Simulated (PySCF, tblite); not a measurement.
**C₅H₁₃FSSi₂: geometry, infrared bands and NMR shifts**

What infrared bands and NMR shifts should C₅H₁₃FSSi₂ (`CSC[Si@H]([SiH2]F)C1CC1`) show?

Programs: tblite 0.8.0 and PySCF 2.14.0, with density-fitted response routines of our own. Each step states its level of theory. These are calculated values for one molecule in the gas phase, unless marked as measured. Atoms are numbered from 0 throughout.

### Step 1. The starting structure

22 atoms, charge 0, multiplicity 1; geometry from: force field or distance geometry start.

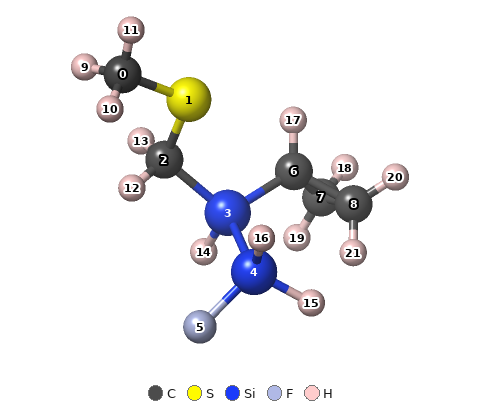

The starting geometry (carbon dark grey, sulfur yellow, silicon blue, fluorine light blue, hydrogen pink), atoms numbered.

### Step 2. Optimising the geometry with GFN2-xTB

Job settings and geometry (Å):

```
{"job": {"kind": "relax", "xc": "GFN2-xTB", "basis": "xTB"}, "charge": 0, "multiplicity": 1}
C      3.906100    -0.422200     0.714800
S      2.088000    -0.592600     0.868000
C      1.397400    -0.445500    -0.770400
Si    -0.385800     0.149600    -0.765800
Si    -0.504700     2.308000    -0.268200
F     -0.055900     3.153200    -1.671300
C     -1.465900    -0.896900     0.335700
C     -2.795800    -1.323400    -0.229000
C     -2.724700    -0.239300     0.812600
H      4.244600    -1.095000    -0.095200
H      4.177300     0.627000     0.479600
H      4.429000    -0.742700     1.639900
H      1.968300     0.346500    -1.297700
H      1.504700    -1.402500    -1.317600
H     -0.892700    -0.038400    -2.135100
H     -1.900900     2.660900     0.005500
H      0.314700     2.671400     0.883500
H     -0.979100    -1.684400     0.968300
H     -3.277100    -2.256200     0.119500
H     -2.965200    -1.014800    -1.277600
H     -3.113600    -0.515700     1.806800
H     -2.979000     0.772400     0.391200
```

Started as:

```
$ OMP_NUM_THREADS=1 python probes_run.py task.json out
```

The driver reads the jobs from task.json and runs them one after another.

Output:

```text
step      E/eV     max force
  0    -782.57512    1.894
  1    -782.83161    1.073
  2    -782.94038    0.778
  3    -782.98271    0.740
  4    -783.07326    0.602
  5    -783.11299    0.515
  6    -783.15243    0.352
  7    -783.16672    0.261
  8    -783.17719    0.210
  9    -783.18587    0.192
 10    -783.19527    0.200
 11    -783.20110    0.177
 12    -783.20548    0.151
 13    -783.21033    0.160
 14    -783.21583    0.181
 15    -783.22011    0.161
 16    -783.22250    0.115
 17    -783.22412    0.100
 18    -783.22613    0.156
 19    -783.22882    0.191
 20    -783.23168    0.164
 21    -783.23411    0.107
 22    -783.23620    0.110
 23    -783.23840    0.151
 24    -783.24075    0.151
 25    -783.24283    0.093
 26    -783.24440    0.072
 27    -783.24568    0.107
 28    -783.24692    0.122
 29    -783.24807    0.087
 30    -783.24905    0.065
 31    -783.24986    0.062
 32    -783.25056    0.090
 33    -783.25128    0.085
 34    -783.25208    0.072
 35    -783.25294    0.071
 36    -783.25375    0.081
 37    -783.25444    0.092
 38    -783.25512    0.074
 39    -783.25592    0.075
 40    -783.25681    0.087
 41    -783.25764    0.066
 42    -783.25829    0.055
 43    -783.25888    0.048
 44    -783.25954    0.067
 45    -783.26028    0.074
 46    -783.26096    0.061
 47    -783.26153    0.050
 48    -783.26202    0.051
 49    -783.26248    0.049
 50    -783.26285    0.048
 51    -783.26312    0.043
 52    -783.26333    0.039
 53    -783.26353    0.038
 54    -783.26371    0.026
 55    -783.26384    0.028
 56    -783.26393    0.019
 57    -783.26400    0.020
 58    -783.26409    0.026
 59    -783.26419    0.028
 60    -783.26430    0.031
 61    -783.26441    0.026
 62    -783.26453    0.026
 63    -783.26469    0.036
 64    -783.26486    0.032
 65    -783.26500    0.026
 66    -783.26508    0.016
 67    -783.26514    0.018
 68    -783.26522    0.028
 69    -783.26532    0.032
 70    -783.26545    0.025
 71    -783.26556    0.020
 72    -783.26566    0.021
 73    -783.26578    0.028
 74    -783.26590    0.032
 75    -783.26601    0.024
 76    -783.26611    0.020
 77    -783.26622    0.028
 78    -783.26638    0.035
 79    -783.26658    0.043
 80    -783.26682    0.034
 81    -783.26698    0.028
 82    -783.26709    0.022
 83    -783.26719    0.023
 84    -783.26728    0.018
 85    -783.26733    0.014
 86    -783.26739    0.017
 87    -783.26748    0.027
 88    -783.26757    0.027
 89    -783.26762    0.014
 90    -783.26766    0.012
 91    -783.26768    0.013
 92    -783.26772    0.017
 93    -783.26778    0.018
 94    -783.26783    0.015
 95    -783.26788    0.014
 96    -783.26793    0.016
 97    -783.26799    0.022
 98    -783.26805    0.019
 99    -783.26811    0.019
100    -783.26816    0.018
101    -783.26824    0.023
102    -783.26836    0.029
103    -783.26853    0.030
104    -783.26873    0.038
105    -783.26891    0.037
106    -783.26914    0.052
107    -783.26938    0.053
108    -783.26979    0.037
109    -783.27009    0.032
110    -783.27027    0.032
111    -783.27050    0.037
112    -783.27078    0.045
113    -783.27118    0.045
114    -783.27159    0.040
115    -783.27198    0.049
116    -783.27224    0.061
117    -783.27252    0.036
118    -783.27275    0.039
119    -783.27295    0.031
120    -783.27307    0.020
121    -783.27321    0.022
122    -783.27332    0.023
123    -783.27342    0.020
124    -783.27347    0.022
125    -783.27352    0.014
126    -783.27356    0.017
127    -783.27360    0.018
128    -783.27363    0.013
129    -783.27366    0.014
130    -783.27370    0.019
131    -783.27377    0.020
132    -783.27383    0.019
133    -783.27389    0.014
134    -783.27392    0.018
135    -783.27396    0.025
136    -783.27401    0.022
137    -783.27408    0.020
138    -783.27413    0.012
139    -783.27417    0.016
140    -783.27421    0.021
141    -783.27425    0.018
142    -783.27428    0.015
143    -783.27431    0.013
144    -783.27436    0.014
145    -783.27444    0.025
146    -783.27449    0.023
147    -783.27456    0.017
148    -783.27463    0.014
149    -783.27471    0.021
150    -783.27475    0.025
151    -783.27483    0.022
152    -783.27488    0.016
153    -783.27496    0.018
154    -783.27500    0.023
155    -783.27508    0.025
156    -783.27515    0.022
157    -783.27521    0.016
158    -783.27527    0.021
159    -783.27535    0.025
160    -783.27546    0.026
161    -783.27561    0.026
162    -783.27579    0.028
163    -783.27599    0.029
164    -783.27622    0.033
165    -783.27647    0.041
166    -783.27676    0.042
167    -783.27707    0.056
168    -783.27744    0.069
169    -783.27785    0.044
170    -783.27806    0.073
171    -783.27840    0.051
172    -783.27859    0.031
173    -783.27896    0.039
174    -783.27906    0.021
175    -783.27916    0.021
176    -783.27924    0.015
177    -783.27932    0.016
178    -783.27938    0.016
179    -783.27941    0.015
180    -783.27946    0.013
181    -783.27950    0.014
182    -783.27952    0.011
183    -783.27954    0.014
184    -783.27956    0.013
185    -783.27959    0.011
186    -783.27964    0.015
187    -783.27968    0.014
188    -783.27974    0.015
189    -783.27979    0.015
190    -783.27985    0.019
191    -783.27992    0.021
192    -783.27999    0.026
193    -783.28007    0.018
194    -783.28015    0.016
195    -783.28022    0.019
196    -783.28026    0.017
197    -783.28032    0.020
198    -783.28037    0.015
199    -783.28040    0.018
200    -783.28042    0.014
201    -783.28044    0.010
```

It took 3.7 s on 1 thread of Arm Neoverse N1, shared host; peak memory 0.18 GiB.

Relaxation path: (not every step is listed)

```csv
step,energy from step 0 (eV),largest force (eV/Å)
0,0.0000,1.8937
1,-0.2565,1.0728
2,-0.3653,0.7777
3,-0.4076,0.7398
4,-0.4981,0.6017
5,-0.5379,0.5148
6,-0.5773,0.3517
7,-0.5916,0.2613
8,-0.6021,0.2101
26,-0.6693,0.0725
44,-0.6844,0.0675
62,-0.6894,0.0263
80,-0.6917,0.0337
98,-0.6929,0.0187
116,-0.6971,0.0608
134,-0.6988,0.0181
152,-0.6998,0.0155
170,-0.7029,0.0726
188,-0.7046,0.0153
196,-0.7051,0.0175
197,-0.7052,0.0196
198,-0.7052,0.0146
199,-0.7053,0.0176
200,-0.7053,0.0141
201,-0.7053,0.0098
```

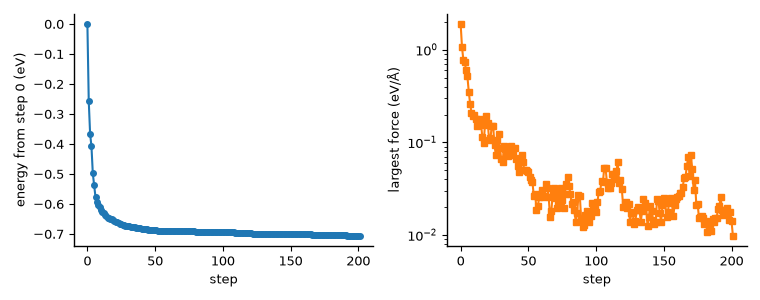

Energy and largest force along the relaxation.

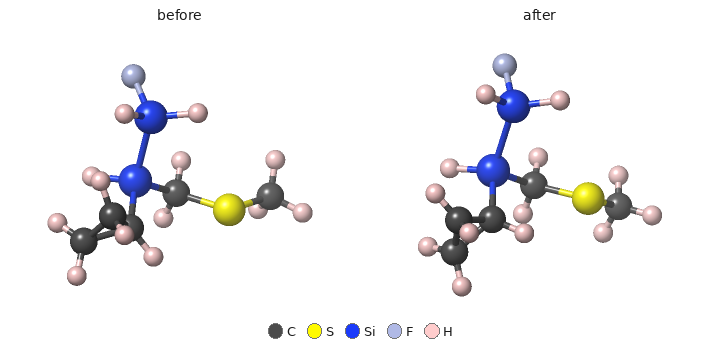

The geometry before (left) and after (right).

Distances of close pairs at the start and the end, largest changes first:

```csv
bond,before (Å),after (Å),change (Å)
Si3–Si4,2.218,2.315,+0.096
Si4–F5,1.698,1.618,-0.080
C8–H21,1.125,1.080,-0.045
C2–Si3,1.880,1.918,+0.038
C6–H17,1.121,1.084,-0.037
S1–C2,1.784,1.820,+0.036
C7–H19,1.106,1.079,-0.027
C7–H18,1.106,1.080,-0.026
```

The end geometry stands in the next job.

### Step 3. Harmonic vibrations with GFN2-xTB

Job settings and geometry (Å):

```
{"job": {"kind": "ir", "xc": "GFN2-xTB", "basis": "xTB"}, "charge": 0, "multiplicity": 1}
C      3.723050    -0.799417     0.527969
S      2.036497    -0.247495     0.911395
C      1.350676    -0.224633    -0.774151
Si    -0.443637     0.452280    -0.755035
Si    -0.517247     2.674098    -0.110118
F      0.114532     3.539215    -1.323079
C     -1.432743    -0.628818     0.432054
C     -2.361283    -1.694116    -0.081262
C     -2.922544    -0.457071     0.532854
H      3.683210    -1.768559     0.037441
H      4.208558    -0.067407    -0.112146
H      4.252704    -0.880676     1.471368
H      1.997985     0.408755    -1.378768
H      1.398453    -1.241824    -1.160657
H     -0.928907     0.198365    -2.131357
H     -1.859174     3.240739     0.008988
H      0.292235     3.087156     1.030705
H     -0.932226    -0.864718     1.364036
H     -2.433664    -2.620614     0.468805
H     -2.454791    -1.818571    -1.149361
H     -3.385249    -0.529729     1.505814
H     -3.396848     0.262427    -0.117914
```

Output:

```text
mode    cm-1     km/mol
  1      10.8      2.08
  2      19.7      0.28
  3      31.9      4.84
  4      40.0      0.62
  5      70.9      0.31
  6      81.7      2.87
  7     124.0      0.43
  8     151.1      3.02
  9     164.0      4.53
 10     189.9      5.67
 11     220.0      2.08
 12     269.6      9.19
 13     307.5     21.89
 14     413.2     26.41
 15     455.2      0.22
 16     589.4     48.79
 17     595.6    133.65
 18     611.0    203.34
 19     659.6     21.53
 20     709.7    283.34
 21     722.1    105.84
 22     727.3      8.29
 23     749.3     58.45
 24     781.8     69.71
 25     789.1    200.24
 26     796.3    188.06
 27     810.2      3.74
 28     845.1      6.33
 29     942.8      2.36
 30     944.7     16.89
 31     958.2      2.50
 32    1003.2     41.58
 33    1020.8     11.48
 34    1062.6     16.01
 35    1068.4      1.09
 36    1072.7      0.74
 37    1107.7      0.39
 38    1159.3      0.17
 39    1163.9      1.29
 40    1239.8      1.31
 41    1317.8      4.53
 42    1346.4     16.90
 43    1436.4     12.09
 44    1447.7      0.01
 45    1451.7      5.66
 46    1453.0      3.07
 47    1489.4      3.16
 48    2103.8    316.65
 49    2258.0    380.86
 50    2294.4    170.45
 51    2967.4     25.86
 52    2976.7     12.28
 53    3016.9      9.58
 54    3018.0     12.49
 55    3034.3     29.93
 56    3060.2      5.85
 57    3079.9      6.51
 58    3082.6     25.35
 59    3085.1     28.13
 60    3100.9     64.07
```

It took 2.2 s on 1 thread of Arm Neoverse N1, shared host; peak memory 0.18 GiB.

Which atoms move in the most intense modes:

```csv
cm⁻¹,km/mol,atoms
596,133.7,"H14 65 %, C2 17 %"
611,203.3,"H14 65 %, Si3 11 %"
710,283.3,"H15 33 %, H16 29 %, H13 10 %"
789,200.2,"H15 40 %, H16 39 %"
796,188.1,"F5 53 %, Si4 39 %"
2104,316.6,H14 97 %
2258,380.9,"H15 85 %, H16 11 %"
2294,170.4,"H16 86 %, H15 11 %"
```

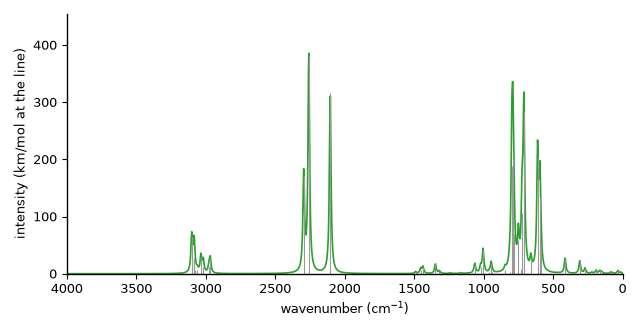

The infrared spectrum from these modes, unscaled. Lines are broadened to a width of 14 cm⁻¹ (Lorentzian).

### Step 4. Shielding tensors: PBE0/pcSseg-1

The job, as its differences from that of step 3:

```diff
@@ -1,2 +1,2 @@
-{"job": {"kind": "ir", "xc": "GFN2-xTB", "basis": "xTB"}, "charge": 0, "multiplicity": 1}
+{"job": {"kind": "nmr", "xc": "PBE0", "basis": "pcSseg-1"}, "charge": 0, "multiplicity": 1}
 C      3.723050    -0.799417     0.527969
```

With the program's defaults for keys left out, this is: GIAO PBE0/pcSseg-1 NMR shielding, non-relativistic, gas phase.

Output:

```text
coarse grid: 19448 points
cycle   1  E = -1274.4641461198  dE =  7.884e-01  |g| = 6.484e-01  |ddm| = 4.217e+00
cycle   2  E = -1274.3938166817  dE =  7.033e-02  |g| = 9.470e-01  |ddm| = 1.464e+00
cycle   3  E = -1274.5486084611  dE = -1.548e-01  |g| = 7.468e-02  |ddm| = 9.057e-01
cycle   4  E = -1274.5495030156  dE = -8.946e-04  |g| = 3.469e-02  |ddm| = 1.165e-01
cycle   5  E = -1274.5497613550  dE = -2.583e-04  |g| = 7.538e-03  |ddm| = 4.014e-02
cycle   6  E = -1274.5497745254  dE = -1.317e-05  |g| = 2.285e-03  |ddm| = 1.059e-02
cycle   7  E = -1274.5497756948  dE = -1.169e-06  |g| = 4.999e-04  |ddm| = 2.631e-03
final grid: 173080 points
cycle   8  E = -1274.6096021653  dE = -3.901e-05  |g| = 9.814e-03  |ddm| = 3.032e-02
cycle   9  E = -1274.6095881980  dE =  1.397e-05  |g| = 1.231e-02  |ddm| = 1.839e-02
cycle  10  E = -1274.6096261735  dE = -3.798e-05  |g| = 5.516e-04  |ddm| = 1.075e-02
cycle  11  E = -1274.6096262427  dE = -6.917e-08  |g| = 1.914e-04  |ddm| = 9.278e-04
cycle  12  E = -1274.6096262513  dE = -8.577e-09  |g| = 7.116e-05  |ddm| = 2.442e-04
cycle  13  E = -1274.6096262525  dE = -1.196e-09  |g| = 1.518e-05  |ddm| = 8.685e-05
cycle  14  E = -1274.6096262525  dE = -6.230e-11  |g| = 3.827e-06  |ddm| = 2.311e-05
converged SCF energy = -1274.6096262525

GIAO shielding tensors (ppm)
atom      isotropic    diamagn.    paramagn.     s11        s22        s33       span
  0 C      160.443     251.915     -91.472    140.990    154.088    186.252     45.262
  1 S      577.194    1060.094    -482.900    442.686    497.345    791.552    348.865
  2 C      164.263     258.059     -93.796    144.807    163.001    184.981     40.174
  3 Si     380.526     882.531    -502.005    344.347    371.278    425.952     81.606
  4 Si     344.664     877.021    -532.357    264.907    317.471    451.614    186.708
  5 F      439.516     465.635     -26.119    388.135    455.308    475.107     86.972
  6 C      195.327     251.237     -55.910    170.310    186.896    228.776     58.466
  7 C      179.466     252.734     -73.268    147.103    176.399    214.895     67.792
  8 C      184.029     255.775     -71.746    156.808    178.784    216.494     59.686
  9 H       29.524      30.425      -0.901     24.267     27.580     36.724     12.456
 10 H       29.438      29.988      -0.550     24.184     27.483     36.647     12.462
 11 H       29.624      29.261       0.363     24.289     26.221     38.362     14.073
 12 H       29.846      34.186      -4.340     24.954     28.565     36.018     11.064
 13 H       29.412      34.756      -5.344     24.692     27.940     35.604     10.913
 14 H       27.668      31.338      -3.670     24.128     26.398     32.478      8.350
 15 H       26.126      28.688      -2.562     21.965     26.311     30.103      8.138
 16 H       25.812      28.953      -3.141     22.957     25.451     29.028      6.071
 17 H       31.852      33.685      -1.833     23.242     30.588     41.727     18.485
 18 H       30.951      30.627       0.323     25.174     26.329     41.349     16.175
 19 H       31.495      31.653      -0.159     25.590     28.684     40.210     14.620
 20 H       31.146      30.886       0.260     25.244     26.616     41.577     16.333
 21 H       31.706      31.993      -0.287     25.510     28.983     40.624     15.114
```

Wall time 99 s (1 thread of Arm Neoverse N1, shared host); peak memory 1.1 GiB.

Shifts follow as δ = σ(reference) − σ, with reference shieldings (ppm) from runs at the same level and on the same kind of geometry: 1H TMS 31.72, 13C TMS 186.9, 29Si TMS 349.2, 19F CFCl3 170.9, 33S CS2 504. The references are single molecules in the gas phase, so shifts against H2O, NH3, PH3, H3PO4 or CFCl3 are not on the usual liquid scales and can be off by tens of ppm. Atoms listed in one row are averaged.

```csv
atoms,environment,σ (ppm),δ (ppm),δ scaled to CDCl3
C0,methyl carbon bonded to S,160.4,26.5,19.5
C2,sp3 CH2 bonded to S and Si,164.3,22.7,15.8
C7,three-membered-ring carbon,179.5,7.5,5.4
C8,three-membered-ring carbon,184.0,2.9,0.9
C6,three-membered-ring carbon,195.3,-8.4,-10.1
H16,"hydrogen on a silicon bonded to F, Si",25.81,5.90,–
H15,"hydrogen on a silicon bonded to F, Si",26.13,5.59,–
H14,"hydrogen on a silicon bonded to 2 C, Si",27.67,4.05,–
H13,hydrogen on an sp3 CH2 bonded to S and Si,29.41,2.30,2.28
"H9, H10, H11",hydrogen on a methyl carbon bonded to S,29.53,2.19,2.17
H12,hydrogen on an sp3 CH2 bonded to S and Si,29.85,1.87,1.87
H18,hydrogen on a three-membered-ring carbon,30.95,0.77,0.83
H20,hydrogen on a three-membered-ring carbon,31.15,0.57,0.64
H19,hydrogen on a three-membered-ring carbon,31.49,0.22,0.31
H21,hydrogen on a three-membered-ring carbon,31.71,0.01,0.12
H17,hydrogen on a three-membered-ring carbon,31.85,-0.14,-0.02
S1,sulfide sulfur,577,-73,–
Si4,"silicon bonded to F, Si, 2 H",344.7,4.5,–
Si3,"silicon bonded to 2 C, Si, H",380.5,-31.4,–
F5,fluorine bonded to Si,439.5,-268.6,–
```

The scaled column applies a straight-line fit of computed shieldings to shifts measured in CDCl3, with any fitted terms for Cl, Br or S neighbours, and one for carbons that bear F (root-mean-square error 0.16 ppm for H, 1.9 ppm for C).

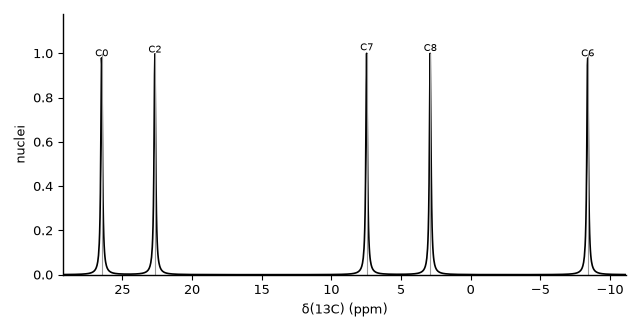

13C lines at the computed shifts, without couplings. Lines are broadened to a width of 0.14 ppm (Lorentzian).

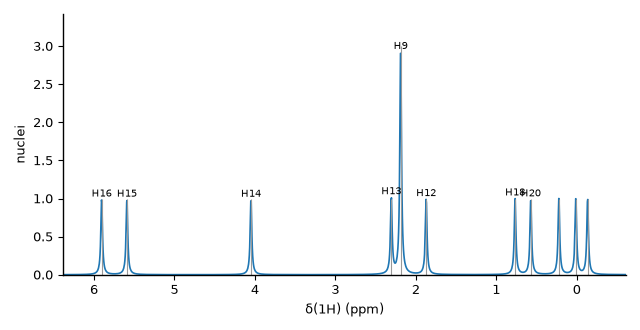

1H lines at the computed shifts, without couplings. Lines are broadened to a width of 0.02 ppm (Lorentzian).

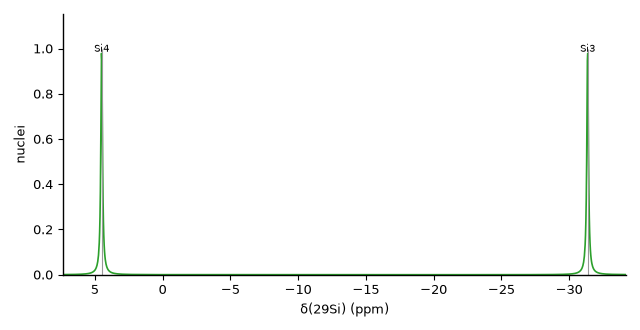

29Si lines at the computed shifts, without couplings. Lines are broadened to a width of 0.14 ppm (Lorentzian).

Charges from the same density, by scheme (e):

```csv
atoms,Mulliken,IAO,Hirshfeld,ESP fit
C0,-0.37,-0.50,-0.12,-0.41
S1,-0.08,0.07,-0.01,-0.10
C2,-0.63,-0.61,-0.17,-0.74
Si3,0.44,0.60,0.28,0.08
Si4,0.79,0.80,0.33,0.65
F5,-0.44,-0.55,-0.22,-0.32
C6,-0.54,-0.42,-0.14,0.02
C7,-0.19,-0.28,-0.08,-0.21
C8,-0.21,-0.29,-0.09,-0.40
```

IAO charges:

C0 -0.50; S1 0.07; C2 -0.61; Si3 0.60; Si4 0.80; F5 -0.55; C6 -0.42; C7 -0.28; C8 -0.29; H9 0.15; H10 0.15; H11 0.17; H12 0.15; H13 0.15; H14 -0.10; H15 -0.13; H16 -0.12; H17 0.16; H18 0.15; H19 0.14; H20 0.15; H21 0.14

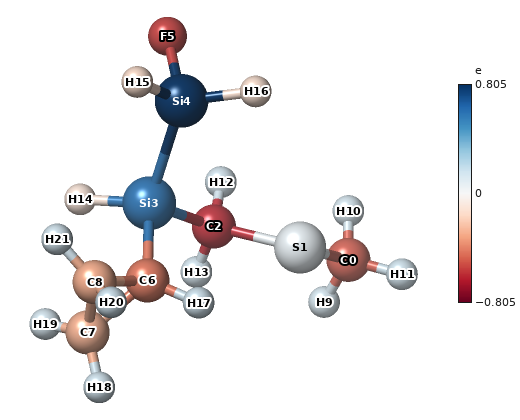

IAO charges, as colours on the atoms.

Mayer bond orders: C0–S1 1.00, S1–C2 0.99, C2–Si3 0.86, Si3–Si4 0.92, Si4–F5 0.89, Si3–C6 0.83, C6–C7 0.96, C7–C8 0.98, C8–C6 0.95.

Ring of atoms C6, C7, C8: NICS(0) -45.6, NICS(1) -8.7, NICS(1)zz -23.3 ppm (means of both faces).

In rings of three or four atoms NICS is ruled by the nearby σ bonds, so it says little on aromaticity.

### Step 5. What came out

| quantity | value |
| --- | --- |
| strongest single infrared mode (GFN2-xTB) | 2258 cm⁻¹, 381 km/mol |
| zero-point energy (GFN2-xTB) | 102.5 kcal/mol |
| 13C shifts against TMS (PBE0/pcSseg-1) | 26.5, 22.7, 7.5, 2.9, -8.4 ppm |
| 1H shifts against TMS (PBE0/pcSseg-1, means over atoms taken as alike) | 5.90, 5.59, 4.05, 2.30, 2.19, 1.87, 0.77, 0.57, 0.22, 0.01, -0.14 ppm |
| 33S shifts against CS2 (PBE0/pcSseg-1) | -73 ppm |
| 29Si shifts against TMS (PBE0/pcSseg-1) | 4.5, -31.4 ppm |
| 19F shifts against CFCl3 (PBE0/pcSseg-1) | -268.6 ppm |

In words: The optimisation took 201 steps and gained 0.705 eV; among the close pairs (by a distance rule), Si3–Si4 changed most, from 2.218 to 2.315 Å. All 60 modes are real, so the xTB geometry is a minimum. The strongest single mode, at 2258 cm⁻¹, moves mainly H15. GFN2-xTB is a fitted tight-binding method: band positions and strengths are rough. Its intensities can rank the bands wrongly. At PBE0/pcSseg-1: The widest tensor belongs to S1: span 349 ppm, with a paramagnetic part of -483 ppm.
